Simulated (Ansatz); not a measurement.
# BPt: a trial structure relaxed, part 2 of 2

Aim: relax a trial structure of BPt and see where it ends.

Ansatz 0.2.0; DFT PBE, scalar-relativistic, plane waves, PAW. The steps go on from the part before.

### 4 Relaxation on the finer mesh

The end of the coarse run is made exact in the group found at a tolerance of 0.06 Å and reduced to its primitive cell.

input.yaml reads:

```yaml
crystal:
  lattice:
    - [4.4046614312, 0.0, 0.0]
    - [-2.2023307156, 3.8145486945, 0.0]
    - [0.0, 0.0, 3.1380432079]
  atoms:
    - { symbol: B, position: [0.0, 0.0, 0.2522921564] }
    - { symbol: B, position: [0.0, 0.0, 0.7477078436] }
    - { symbol: Pt, position: [0.3333333333, 0.6666666667, 0.5] }
    - { symbol: Pt, position: [0.6666666667, 0.3333333333, 0.5] }
basis:
  ecutwfc: 420
kpoints:
  mp_grid: { grid: [12, 12, 14] }
hamiltonian:
  xc: pbe
scf:
  occupations: { method: gaussian, width: 0.1 }
output:
  forces: true
  stress: true
  eigenvalues: true
  write_density: true
  write_potential: true
  elf: true
  volumetric_format: npy
relax:
  adjacent_minimum: "off"
  f_tol: 0.01
  max_steps: 80
  cell: { stress_tol: 0.05 }
```

Launch:

```
$ ansatz run input.yaml --threads 1 --pin off --max-ram 2560MiB --backend cpu --events-out ev --progress --plain --runs-dir out
```

The log of the run:

```text
Warning: RAYON_NUM_THREADS=1 ignored (pool sized by the plan → 1); use --threads N
Engine: ansatz 0.2.0, x86_64-unknown-linux-gnu
Pseudopotentials: kind: paw
Pseudopotential: B, paw, valence charge 3, recommended cutoff 420 eV (normal), B.paw.azcp
Pseudopotential: Pt, paw, valence charge 18, recommended cutoff 420 eV (normal), Pt.paw.azcp
Functional definition: PBE
  parameter kappa = 0.804
  parameter beta = 0.06672455060314922
  exchange = pbe_x(kappa = kappa, mu = beta*pi^2/3)
  correlation = pbe_c(beta = beta)
Crystal: 4 atoms, lattice volume = 52.725 Å³
Basis set: ecut = 420 eV, 1037 PW (Γ), exchange–correlation on 60×60×48 points (8 copies of the dense FFT grid, shifted against one another)
Bands: 26, of which v1, the nominal top of the filled ones, is band 21 counted from 1 (20 counted from 0)
Symmetry: 24 space group operations
Space group: P6/mmm (ITA 191), of the structure as read, at distance tolerance 3.7e-5 Å
k-points: 152 of 2016
Non-local potential: B, projectors of the file, l = 0: 2, l = 1: 2, l = 2: 1
Non-local potential: Pt, projectors of the file, l = 0: 3, l = 1: 2, l = 2: 2, l = 3: 1
PAW form: soft (Blöchl's): semilocal exchange-correlation on the pseudo side does not see the compensation charge
PAW one-centre angular grid: B, 110 points (default); XC on 64 Gauss nodes
PAW one-centre angular grid: Pt, 590 points (default); XC on 64 Gauss nodes
Initial density: superposition of atomic densities (neutral atoms: chi_scale 0, normalization atom), corrected by the library's trained network
Initial wavefunctions: pseudopotential atomic-orbital guess
Functional: x = pbe(κ = 0.804, μ = 0.2195149727645171), c = pbe(β = 0.06672455060314922)
SCF iter   1: F=—  HF=-25355.363096 eV  |F-HF|=—  |Δ(HF+E_count)|=         —  Δρ=7.20e-3  dr2=2.34e-2  ethr=1.77e-3  ⟨swp⟩=5.3  Hψ=15595  notcnv=0
preconditioner: auto → Kerker (q_TF=auto, 2.627 Å⁻¹)  [metal: Δε(μ)=0.003 eV  Ē_g=7.513 eV  σ=0.100 eV  W_gap=0.01  n_scr=20 (ndim 8)  ℏωp=26.1 eV  f_vac=0.000  D(μ)=3.80/eV (n_scr^D=44)]
SCF iter   2: F=—  HF=-25355.361966 eV  |F-HF|=—  |Δ(HF+E_count)|=   1.13e-3  Δρ=4.18e-3  dr2=8.52e-3  ethr=5.56e-5  ⟨swp⟩=1.7  Hψ=5441  notcnv=0
SCF iter   3: F=—  HF=-25355.360758 eV  |F-HF|=—  |Δ(HF+E_count)|=   1.21e-3  Δρ=5.32e-4  dr2=1.06e-4  ethr=2.03e-5  ⟨swp⟩=2.0  Hψ=5577  notcnv=0
SCF iter   4: F=—  HF=-25355.360757 eV  |F-HF|=—  |Δ(HF+E_count)|=   6.61e-7  Δρ=1.71e-4  dr2=1.19e-5  ethr=2.53e-7  ⟨swp⟩=2.4  Hψ=5703  notcnv=0
SCF iter   5: F=—  HF=-25355.360767 eV  |F-HF|=—  |Δ(HF+E_count)|=   1.03e-5  Δρ=3.31e-5  dr2=4.75e-7  ethr=2.83e-8  ⟨swp⟩=1.7  Hψ=4600  notcnv=0
SCF iter   6: F=-25355.360767 eV  HF=-25355.360767 eV  |F-HF|=2.71e-9  |Δ(HF+E_count)|=   3.29e-8  Δρ=8.21e-6  dr2=3.30e-8  ethr=2.38e-10  ⟨swp⟩=10.0  Hψ=25361  notcnv=0
SCF 1 converged in 6 iterations: F = -25355.360767 eV  dr2 = 3.30e-8
relax step   1: F+E_penalty+E_count = -25355.36076736 eV  Δ(F+E_penalty+E_count) = +0.000e0 eV  max|allowed force component| = 4.307e-2 eV/Å  Δτ_max = 0.0000 Å  P = +0.235 GPa  Ω = 52.725 Å³  (6 SCF iters, dr2 threshold 1.00e-7 eV, accepted)
Crystal: 4 atoms, lattice volume = 52.559 Å³
Basis set: ecut = 420 eV, 1025 PW (Γ), exchange–correlation on 60×60×48 points (8 copies of the dense FFT grid, shifted against one another)
Initial density: handed on by an earlier stage of this run
Initial wavefunctions: those handed on with the density
iter 1 solved again at ethr=3.84e-6 eV; its pass at ethr=3.10e-3 eV (dr2=1.61e-3 eV) is discarded
SCF iter   1: F=—  HF=-25355.366200 eV  |F-HF|=—  |Δ(HF+E_count)|=         —  Δρ=2.52e-3  dr2=1.67e-3  ethr=3.84e-6  ⟨swp⟩=2.0  Hψ=19730  notcnv=0
preconditioner: auto → Kerker (q_TF=auto, 2.628 Å⁻¹)  [metal: Δε(μ)=0.010 eV  Ē_g=7.564 eV  σ=0.100 eV  W_gap=0.06  n_scr=20 (ndim 8)  ℏωp=26.1 eV  f_vac=0.000  D(μ)=3.76/eV (n_scr^D=44)]
SCF iter   2: F=—  HF=-25355.365905 eV  |F-HF|=—  |Δ(HF+E_count)|=   2.95e-4  Δρ=1.10e-3  dr2=3.69e-4  ethr=3.84e-6  ⟨swp⟩=1.0  Hψ=3952  notcnv=0
SCF iter   3: F=—  HF=-25355.365829 eV  |F-HF|=—  |Δ(HF+E_count)|=   7.54e-5  Δρ=1.76e-4  dr2=1.10e-5  ethr=8.78e-7  ⟨swp⟩=1.9  Hψ=4998  notcnv=0
iter 4 did not close the SCF: its close was put off for the readings that it lacked (scf_convergence_deferred on its scf_iter line)
SCF iter   4: F=-25355.365827 eV  HF=-25355.365827 eV  |F-HF|=1.98e-8  |Δ(HF+E_count)|=   1.86e-6  Δρ=2.20e-5  dr2=1.50e-7  ethr=2.61e-8  ⟨swp⟩=2.1  Hψ=5607  notcnv=0
iter 5 did not close the SCF: its close was put off for the readings that it lacked (scf_convergence_deferred on its scf_iter line)
SCF iter   5: F=-25355.365827 eV  HF=-25355.365827 eV  |F-HF|=1.76e-9  |Δ(HF+E_count)|=   1.07e-8  Δρ=5.35e-6  dr2=9.00e-9  ethr=3.57e-10  ⟨swp⟩=2.2  Hψ=6191  notcnv=0
SCF iter   6: F=-25355.365827 eV  HF=-25355.365827 eV  |F-HF|=1.67e-10  |Δ(HF+E_count)|=   1.10e-9  Δρ=8.02e-7  dr2=1.79e-10  ethr=2.14e-11  ⟨swp⟩=5.6  Hψ=22525  notcnv=0
SCF 2 converged in 6 iterations: F = -25355.365827 eV  dr2 = 1.79e-10
relax step   2: F+E_penalty+E_count = -25355.36582738 eV  Δ(F+E_penalty+E_count) = -5.060e-3 eV  max|allowed force component| = 4.231e-2 eV/Å  Δτ_max = 0.0002 Å  P = +0.762 GPa  Ω = 52.559 Å³  energy of the carried Pulay correction = +1.425e-4 eV  (6 SCF iters, dr2 threshold 4.00e-7 eV, accepted)
Crystal: 4 atoms, lattice volume = 52.991 Å³
iter 1 solved again at ethr=3.73e-5 eV; its pass at ethr=3.10e-3 eV (dr2=1.57e-2 eV) is discarded
SCF iter   1: F=—  HF=-25355.370128 eV  |F-HF|=—  |Δ(HF+E_count)|=         —  Δρ=4.11e-3  dr2=1.58e-2  ethr=3.73e-5  ⟨swp⟩=1.1  Hψ=18074  notcnv=0
preconditioner: auto → Kerker (q_TF=auto, 2.625 Å⁻¹)  [metal: Δε(μ)=0.018 eV  Ē_g=7.530 eV  σ=0.100 eV  W_gap=0.10  n_scr=20 (ndim 8)  ℏωp=26.0 eV  f_vac=0.000  D(μ)=3.74/eV (n_scr^D=44)]
SCF iter   2: F=—  HF=-25355.368039 eV  |F-HF|=—  |Δ(HF+E_count)|=   2.09e-3  Δρ=2.19e-3  dr2=5.50e-3  ethr=3.73e-5  ⟨swp⟩=1.0  Hψ=3952  notcnv=0
SCF iter   3: F=—  HF=-25355.366842 eV  |F-HF|=—  |Δ(HF+E_count)|=   1.20e-3  Δρ=3.63e-4  dr2=1.52e-4  ethr=1.31e-5  ⟨swp⟩=1.7  Hψ=4278  notcnv=0
SCF iter   4: F=—  HF=-25355.366795 eV  |F-HF|=—  |Δ(HF+E_count)|=   4.71e-5  Δρ=7.99e-5  dr2=4.39e-6  ethr=3.62e-7  ⟨swp⟩=2.1  Hψ=5153  notcnv=0
iter 5 did not close the SCF: its close was put off for the readings that it lacked (scf_convergence_deferred on its scf_iter line)
SCF iter   5: F=-25355.366794 eV  HF=-25355.366794 eV  |F-HF|=8.40e-8  |Δ(HF+E_count)|=   8.14e-7  Δρ=2.24e-5  dr2=2.85e-7  ethr=1.05e-8  ⟨swp⟩=2.1  Hψ=5369  notcnv=0
SCF iter   6: F=-25355.366794 eV  HF=-25355.366794 eV  |F-HF|=4.91e-9  |Δ(HF+E_count)|=   1.12e-8  Δρ=7.20e-6  dr2=2.26e-8  ethr=6.78e-10  ⟨swp⟩=6.7  Hψ=26098  notcnv=0
SCF 3 converged in 6 iterations: F = -25355.366794 eV  dr2 = 2.26e-8
relax step   3: F+E_penalty+E_count = -25355.36679430 eV  Δ(F+E_penalty+E_count) = -9.669e-4 eV  max|allowed force component| = 2.031e-2 eV/Å  Δτ_max = 0.0005 Å  P = -0.684 GPa  Ω = 52.991 Å³  energy of the carried Pulay correction = -2.274e-4 eV  (6 SCF iters, dr2 threshold 4.00e-7 eV, accepted)
Crystal: 4 atoms, lattice volume = 52.782 Å³
iter 1 solved again at ethr=3.77e-6 eV; its pass at ethr=3.10e-3 eV (dr2=1.58e-3 eV) is discarded
SCF iter   1: F=—  HF=-25355.367760 eV  |F-HF|=—  |Δ(HF+E_count)|=         —  Δρ=1.16e-3  dr2=1.66e-3  ethr=3.77e-6  ⟨swp⟩=1.0  Hψ=14958  notcnv=0
preconditioner: auto → Kerker (q_TF=auto, 2.626 Å⁻¹)  [metal: Δε(μ)=0.005 eV  Ē_g=7.539 eV  σ=0.100 eV  W_gap=0.03  n_scr=20 (ndim 8)  ℏωp=26.1 eV  f_vac=0.000  D(μ)=3.75/eV (n_scr^D=44)]
SCF iter   2: F=—  HF=-25355.367560 eV  |F-HF|=—  |Δ(HF+E_count)|=   1.99e-4  Δρ=6.74e-4  dr2=6.22e-4  ethr=3.77e-6  ⟨swp⟩=1.0  Hψ=3952  notcnv=0
SCF iter   3: F=—  HF=-25355.367428 eV  |F-HF|=—  |Δ(HF+E_count)|=   1.32e-4  Δρ=1.11e-4  dr2=1.07e-5  ethr=1.48e-6  ⟨swp⟩=1.8  Hψ=4390  notcnv=0
SCF iter   4: F=—  HF=-25355.367430 eV  |F-HF|=—  |Δ(HF+E_count)|=   1.40e-6  Δρ=2.96e-5  dr2=4.19e-7  ethr=2.55e-8  ⟨swp⟩=2.1  Hψ=5769  notcnv=0
iter 5 did not close the SCF: its close was put off for the readings that it lacked (scf_convergence_deferred on its scf_iter line)
SCF iter   5: F=-25355.367430 eV  HF=-25355.367430 eV  |F-HF|=3.10e-8  |Δ(HF+E_count)|=   3.63e-8  Δρ=1.05e-5  dr2=5.84e-8  ethr=9.97e-10  ⟨swp⟩=2.6  Hψ=6854  notcnv=0
SCF iter   6: F=-25355.367430 eV  HF=-25355.367430 eV  |F-HF|=9.46e-11  |Δ(HF+E_count)|=   9.16e-9  Δρ=2.47e-6  dr2=3.46e-9  ethr=1.39e-10  ⟨swp⟩=5.6  Hψ=23101  notcnv=0
SCF 4 converged in 6 iterations: F = -25355.367430 eV  dr2 = 3.46e-9
relax step   4: F+E_penalty+E_count = -25355.36742970 eV  Δ(F+E_penalty+E_count) = -6.354e-4 eV  max|allowed force component| = 1.795e-3 eV/Å  Δτ_max = 0.0001 Å  P = +0.005 GPa  Ω = 52.782 Å³  energy of the carried Pulay correction = -4.897e-5 eV  (6 SCF iters, dr2 threshold 4.00e-7 eV, accepted)
Initial wavefunctions: pseudopotential atomic-orbital guess (no wavefunctions were taken with the density)
iter 1 solved again at ethr=1.18e-7 eV; its pass at ethr=3.10e-3 eV (dr2=4.96e-5 eV) is discarded
SCF iter   1: F=—  HF=-25355.367485 eV  |F-HF|=—  |Δ(HF+E_count)|=         —  Δρ=4.15e-5  dr2=9.43e-8  ethr=1.18e-7  ⟨swp⟩=3.2  Hψ=24907  notcnv=0
preconditioner: auto → Kerker (q_TF=auto, 2.626 Å⁻¹)  [metal: Δε(μ)=0.006 eV  Ē_g=7.546 eV  σ=0.100 eV  W_gap=0.04  n_scr=20 (ndim 8)  ℏωp=26.1 eV  f_vac=0.000  D(μ)=3.76/eV (n_scr^D=44)]
SCF iter   2: F=—  HF=-25355.367492 eV  |F-HF|=—  |Δ(HF+E_count)|=   6.67e-6  Δρ=2.16e-5  dr2=2.58e-8  ethr=2.24e-10  ⟨swp⟩=2.9  Hψ=7326  notcnv=0
SCF iter   3: F=—  HF=-25355.367492 eV  |F-HF|=—  |Δ(HF+E_count)|=   2.58e-7  Δρ=2.06e-6  dr2=6.18e-10  ethr=6.15e-11  ⟨swp⟩=2.0  Hψ=5554  notcnv=0
SCF iter   4: F=—  HF=-25355.367492 eV  |F-HF|=—  |Δ(HF+E_count)|=  9.24e-10  Δρ=3.77e-7  dr2=7.66e-11  ethr=1.47e-12  ⟨swp⟩=2.5  Hψ=5863  notcnv=0
iter 5 did not close the SCF: its close was put off for the readings that it lacked (scf_convergence_deferred on its scf_iter line)
SCF iter   5: F=-25355.367492 eV  HF=-25355.367492 eV  |F-HF|=1.09e-11  |Δ(HF+E_count)|=  4.37e-11  Δρ=1.25e-7  dr2=1.05e-11  ethr=1.00e-12  ⟨swp⟩=1.0  Hψ=3952  notcnv=0
iter 6 did not close the SCF: its close was put off for the readings that it lacked (scf_convergence_deferred on its scf_iter line)
SCF iter   6: F=-25355.367492 eV  HF=-25355.367492 eV  |F-HF|=3.64e-12  |Δ(HF+E_count)|=  1.46e-11  Δρ=2.83e-8  dr2=3.22e-13  ethr=1.00e-12  ⟨swp⟩=1.0  Hψ=3952  notcnv=0
iter 7 did not close the SCF: its close was put off for the readings that it lacked (scf_convergence_deferred on its scf_iter line)
SCF iter   7: F=-25355.367492 eV  HF=-25355.367492 eV  |F-HF|=3.64e-12  |Δ(HF+E_count)|=  1.09e-11  Δρ=4.43e-9  dr2=6.41e-15  ethr=1.00e-12  ⟨swp⟩=1.0  Hψ=3952  notcnv=0
iter 8 did not close the SCF: its close was put off for the readings that it lacked (scf_convergence_deferred on its scf_iter line)
SCF iter   8: F=-25355.367492 eV  HF=-25355.367492 eV  |F-HF|=3.64e-12  |Δ(HF+E_count)|=    0.00e0  Δρ=1.15e-9  dr2=6.43e-16  ethr=1.00e-12  ⟨swp⟩=1.0  Hψ=3952  notcnv=0
SCF iter   9: F=-25355.367492 eV  HF=-25355.367492 eV  |F-HF|=1.09e-11  |Δ(HF+E_count)|=  7.28e-12  Δρ=3.49e-10  dr2=4.05e-17  ethr=1.00e-12  ⟨swp⟩=2.4  Hψ=10113  notcnv=0
SCF 5 converged in 9 iterations: F = -25355.367492 eV  dr2 = 4.05e-17
relax step   5: F+E_penalty+E_count = -25355.36749235 eV  Δ(F+E_penalty+E_count) = -6.265e-5 eV  max|allowed force component| = 1.705e-3 eV/Å  Δτ_max = 0.0000 Å  P = +0.013 GPa  Ω = 52.782 Å³  stress off target by 1.86e-2 GPa  SCF on the basis re-selected at this cell (its energy is not comparable with the rows above)  (9 SCF iters)
basis re-selected at this cell: Δ(F+E_penalty+E_count) = -6.265e-5 eV, ΔP = +0.008 GPa vs the last step (what re-selecting the basis moved, of the pressure what is left beyond the Pulay correction that the steps carried, after the strain that the cell walked since its last selection, with what the two solves' SCF thresholds leave and, on support functions, any second-order correction that the steps lacked; it is no measure of the basis error at this ecutwfc). This SCF's stress stands 1.86e-2 GPa from its target on what of the cell is left free (relax.cell.stress_tol is 5.00e-2 GPa) and its largest allowed force component is 1.70e-3 eV/Å (relax.f_tol is 1.00e-2 eV/Å): within both
SCF converged after 9 iterations
Free energy (F): -25355.367492 eV
Harris-Foulkes:  -25355.367492 eV  (|F-HF|=1.09e-11)
Internal energy: -25355.348712 eV  (E = F + TS)
E sigma→0 (E₀):  -25355.358102 eV
Entropy (-TS):   -0.018780 eV (-4.695 meV/atom)
Fermi energy:    15.236085 eV
--- Per-component energies (eV) ---
  E_band       = -483.973186
  E_kinetic    = 1366.376485
  E_local      = -4286.660549  (includes V_loc(G=0)·N_el)
  E_nonlocal   = 426.749795
  E_hartree    = 1635.540858
  E_xc         = -584.643801
  E_vxc        = -677.576397  (∫ρ·V_xc dr)
  E_paw        = -19066.125005  (= ΣΔE_a)
  E_vpaw       = -583.944650  (= ΣTr[D̂ρ^β])
  E_aug_tail   = 0.000414  (compensation charges beyond the density's cutoff)
  E_ewald      = -4846.586909
  E_smearing   = -0.018780  (= −TS)
  E_closure    = 0.000000  (closes the sum)
  Σ components = -25355.367492   (vs F -25355.367492, Δ=0.00e0)
--- Forces (eV/Å), atoms counted from 1 ---
  atom   1  B     -0.00000000     0.00000000     0.00170464
  atom   2  B     -0.00000000     0.00000000    -0.00170464
  atom   3  Pt     0.00000000    -0.00000000     0.00000000
  atom   4  Pt    -0.00000000     0.00000000     0.00000000
  max |Σ_I F_I| component: 1.85e-17 eV/Å
--- Stress (GPa, compression-positive) ---
        0.018569       0.000000       0.000000
        0.000000       0.018569       0.000000
        0.000000       0.000000       0.001420
  P = ⅓ Tr σ = 0.0129 GPa (0.129 kbar)
--- Band table (eV; the first three rows and the last of 152) ---
  k-point 0: bands = ["-83.0073", "-82.9460", "-37.6381", "-37.6381", "-37.2010", "-37.2010", "-36.8528", "-36.7575", "3.4182", "9.3969", "9.3969", "9.8480", "11.5231", "11.5231", "12.3645", "12.3645", "12.3943", "12.7022", "13.2941", "14.1382", "14.1382", "17.1488", "17.1488", "19.7003", "19.9619", "19.9619"]
  k-point 1: bands = ["-83.0072", "-82.9459", "-37.6379", "-37.6379", "-37.2008", "-37.2008", "-36.8553", "-36.7598", "3.4731", "9.4368", "9.4368", "9.7986", "11.5211", "11.5211", "12.3003", "12.3003", "12.3905", "12.8065", "13.3137", "14.0727", "14.0727", "17.1852", "17.1852", "19.8214", "20.1081", "20.1081"]
  k-point 2: bands = ["-83.0071", "-82.9458", "-37.6373", "-37.6373", "-37.2004", "-37.2004", "-36.8625", "-36.7662", "3.6345", "9.5537", "9.5537", "9.6117", "11.5107", "11.5107", "12.1352", "12.1352", "12.4371", "13.1101", "13.3905", "13.8891", "13.8891", "17.2887", "17.2887", "20.0986", "20.5180", "20.5180"]
  k-point 151: bands = ["-82.9754", "-82.9754", "-37.6825", "-37.4174", "-37.4174", "-37.1472", "-36.8543", "-36.8543", "6.1071", "7.2615", "10.2546", "10.2546", "11.0286", "11.0286", "11.0470", "12.0688", "12.4500", "12.4500", "14.3002", "15.5692", "15.6223", "15.6223", "16.9577", "16.9577", "21.7071", "21.7071"]
--- Relaxed structure (4 steps of the walk, 4 accepted, 1 SCFs on fresh bases) ---
  F+E_penalty+E_count = -25355.36749235 eV   max|allowed force component| = 1.705e-3 eV/Å   (the final SCF, on the basis selected at the relaxed cell)
  cell:  # Å, volume = 52.7819 Å³
    - [4.383214864834041, 0.0, 0.0]
    - [-2.1916074324170207, 3.7959754231918543, 0.0]
    - [0.0, 0.0, 3.1722620534721355]
  atoms:
    - { symbol: B, position: [-6.126139137834993e-35, -8.585770575423557e-35, 0.25209058023643205] }
    - { symbol: B, position: [6.51497058134006e-35, 1.301671189842162e-35, 0.747909419763568] }
    - { symbol: Pt, position: [0.33333333333333326, 0.6666666666666666, 0.5] }
    - { symbol: Pt, position: [0.6666666666666667, 0.33333333333333326, 0.5] }
```

Wall time 52 s (1 thread of Intel Xeon Platinum 8259CL at 2.50GHz (Skylake/Cascade Lake), shared host); peak memory 0.52 GiB.

The steps of the relaxation:

```
step  E - E(step 1) (eV/cell)  largest force component (eV/Å)  pressure (GPa)  volume (Å³)
   1                   0.0000                          0.0431            0.24        52.72
   2                  -0.0051                          0.0423            0.76        52.56
   3                  -0.0060                          0.0203           -0.68        52.99
   4                  -0.0067                          0.0018            0.00        52.78
   5                  -0.0067                          0.0017            0.01        52.78
```

Step 1 is the start. Step 5 repeats the geometry before it on a plane-wave basis chosen anew for that cell, so its energy need not be comparable with the rows above.

|  | before | after | change |
| --- | --- | --- | --- |
| a (Å) | 4.405 | 4.383 | -0.5 % |
| b (Å) | 4.405 | 4.383 | -0.5 % |
| c (Å) | 3.138 | 3.172 | +1.1 % |
| volume (Å³/atom) | 13.18 | 13.20 | +0.1 % |
| shortest distance (Å) | 1.555 | 1.573 | +1.2 % |
| space group (0.01 Å) | P6/mmm | P6/mmm | same |

The run keeps the 24 symmetry operations of the start, so it could not have lowered the symmetry.

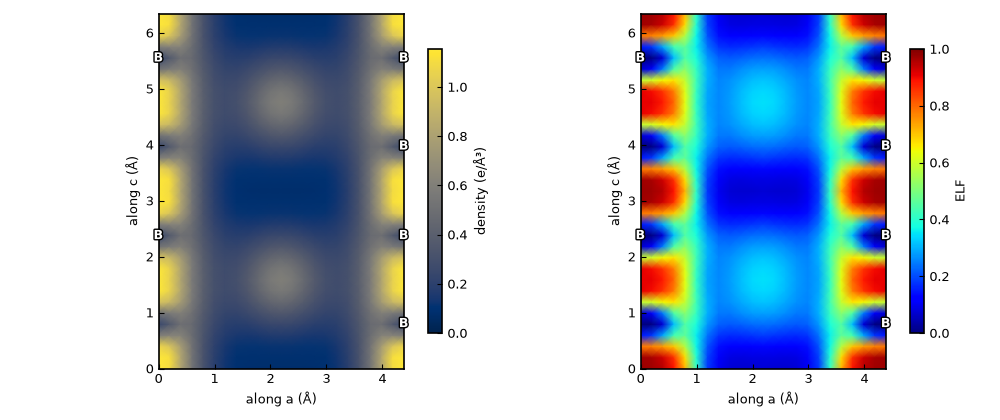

Density (left) and ELF (right) in a lattice plane of the grid's cell (edges 4.38 and 3.17 Å, at 0.000 of the third edge), which holds B. Only atoms in the plane are labelled. Both are smooth fields of the valence electrons: close to the nuclei they are not physical.

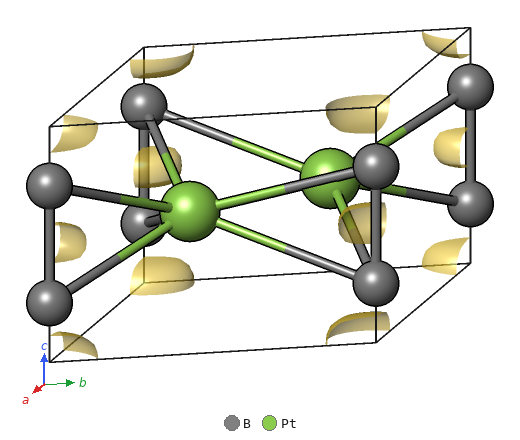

Surface of ELF = 0.85, drawn in one cell.

The highest ELF values outside the cores: 0.97 on the B–B line, 0.8 Å from B.

### 5 Changed: ecutwfc 550 eV, preconditioner ldos, n_extra_bands 1

Changes to input.yaml since step 4:

```diff
@@ -11,3 +11,3 @@
 basis:
-  ecutwfc: 420
+  ecutwfc: "550 eV"
 kpoints:
@@ -18,10 +18,8 @@
   occupations: { method: gaussian, width: 0.1 }
+  mixing: { preconditioner: ldos }
+  n_extra_bands: 1
 output:
   forces: true
+  eigenvalues: true
   stress: true
-  eigenvalues: true
-  write_density: true
-  write_potential: true
-  elf: true
-  volumetric_format: npy
 relax:
```

Launch:

```
$ ansatz run input.yaml --threads 1 --pin off --max-ram 2560MiB --backend cpu --events-out ev --progress --plain --runs-dir out
```

The log of the run, cut to the lines that bear on the results:

```text
Warning: RAYON_NUM_THREADS=1 ignored (pool sized by the plan → 1); use --threads N
scf.n_extra_bands = 1 over 21 filled bands (N_el = 42.0): the run solves 22 bands
[...]
Pseudopotentials: kind: paw
Pseudopotential: B, paw, valence charge 3, recommended cutoff 420 eV (normal), B.paw.azcp
Pseudopotential: Pt, paw, valence charge 18, recommended cutoff 420 eV (normal), Pt.paw.azcp
Functional definition: PBE
[...]
Crystal: 4 atoms, lattice volume = 52.725 Å³
Basis set: ecut = 550 eV, 1543 PW (Γ), exchange–correlation on 72×72×50 points (8 copies of the dense FFT grid, shifted against one another)
Bands: 22, of which v1, the nominal top of the filled ones, is band 21 counted from 1 (20 counted from 0)
Symmetry: 24 space group operations
Space group: P6/mmm (ITA 191), of the structure as read, at distance tolerance 3.7e-5 Å
k-points: 152 of 2016
[...]
--- Stress (GPa, compression-positive) ---
        0.010829       0.000000       0.000000
        0.000000       0.010829       0.000000
        0.000000       0.000000      -0.019606
  P = ⅓ Tr σ = 0.0007 GPa (0.007 kbar)
--- Band table (eV; the first three rows and the last of 152) ---
[... band rows left out ...]
[...]
--- Relaxed structure (4 steps of the walk, 4 accepted, 1 SCFs on fresh bases) ---
  F+E_penalty+E_count = -25355.37521513 eV   max|allowed force component| = 1.803e-3 eV/Å   (the final SCF, on the basis selected at the relaxed cell)
  cell:  # Å, volume = 52.7802 Å³
    - [4.382787588424196, 0.0, 0.0]
    - [-2.191393794212098, 3.7956053909664904, 0.0]
    - [0.0, 0.0, 3.1727769273201165]
  atoms:
    - { symbol: B, position: [-9.212497904245472e-36, 5.2592775347158094e-36, 0.2520902730804308] }
    - { symbol: B, position: [1.5729954951928658e-35, -3.155566520829483e-36, 0.747909726919569] }
    - { symbol: Pt, position: [0.3333333333333333, 0.6666666666666667, 0.49999999999999994] }
    - { symbol: Pt, position: [0.6666666666666667, 0.3333333333333333, 0.49999999999999994] }
```

Wall time 62 s (1 thread of Intel Xeon Platinum 8259CL at 2.50GHz (Skylake/Cascade Lake), shared host); peak memory 0.56 GiB.

```
    run     ending  energy change  pressure (GPa)  gap (eV)  force (eV/Å)  cycles  time
 step 4  converged              0             0.0      0.00          0.00       -  52 s
variant  converged  -1.9 meV/atom             0.0      0.00          0.00       -  62 s
```

Changing the cutoff, mixing and band count moves the energy by -1.9 meV/atom. More plane waves (550 against 420 eV) lower the energy, so the reference carries about that much basis error.

### 6 Results

What follows sums up all 2 parts. Changes of volume or cell count from the first structure of part 1.

```
                              quantity                                                                       value
symmetry at the end (tolerance 0.05 Å)                                                space group P6/mmm (No. 191)
                     conventional cell  a = 4.383 Å, b = 4.383 Å, c = 3.172 Å, α = 90.00°, β = 90.00°, γ = 120.00°
                                volume                                                               13.20 Å³/atom
              energy over the elements                                                               +0.63 eV/atom
                       gap on the mesh                                                                none (metal)
```

The space group P6/mmm (No. 191) is kept, and the volume per atom grows by 11.7 % from the first guess. The formation energy is positive, so the separate elements lie lower. No finished test with a distortion of lower symmetry is shown, so the end may be a saddle point. Spin-orbit coupling is left out for Pt.
